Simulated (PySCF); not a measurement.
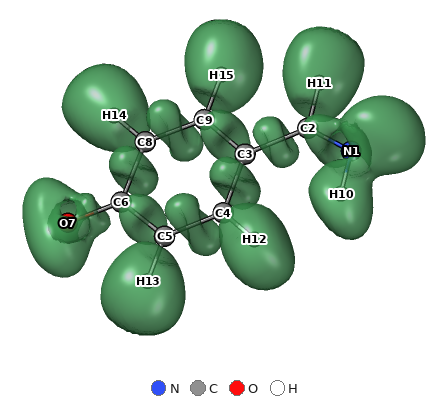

Figure 1: C7H6NO (SMILES [H]/N=C\c1ccc([O])cc1) (doublet). Isosurface of the electron localisation function at 0.75 (green), seen at a tilt. Core shells and regions of very low density are left out.

Geometry: GFN2-xTB.

Computed with UKS B3LYP, pcH-1 on C H N O, non-relativistic, mean-field spin-orbit, GIAO in PySCF 2.14.0, density-fitted response routines.

```tsv
atom	x (Å)	y (Å)	z (Å)
N	3.0123	-0.6903	-0.1751
C	2.1575	0.2094	0.0631
C	0.7048	0.1307	0.0368
C	0.0236	-1.0634	-0.2874
C	-1.3345	-1.1177	-0.3085
C	-2.1486	0.0491	0.0021
O	-3.3800	0.0137	-0.0143
C	-1.4108	1.2603	0.3327
C	-0.0515	1.2830	0.3445
H	2.6370	-1.6050	-0.4212
H	2.5650	1.1833	0.3256
H	0.5983	-1.9499	-0.5231
H	-1.8607	-2.0275	-0.5560
H	-1.9937	2.1384	0.5665
H	0.4770	2.1939	0.5924
```

### What do the ELF domains correspond to?

The surface consists of seven regions between bonded C–C atoms (shared pairs), five regions around hydrogen nuclei, one region on O in which the atom's valence shell and bonds are merged and one joined region spread over several atoms (H, N), in which their bonds and any lone pairs are merged. Along the contacts the grid gives the following. C–O (1.23 Å): the ELF peaks at about 0.90 between the atoms (a polar covalent bond). C–N (1.26 Å): the ELF peaks at about 0.90 between the atoms: a multiple bond.
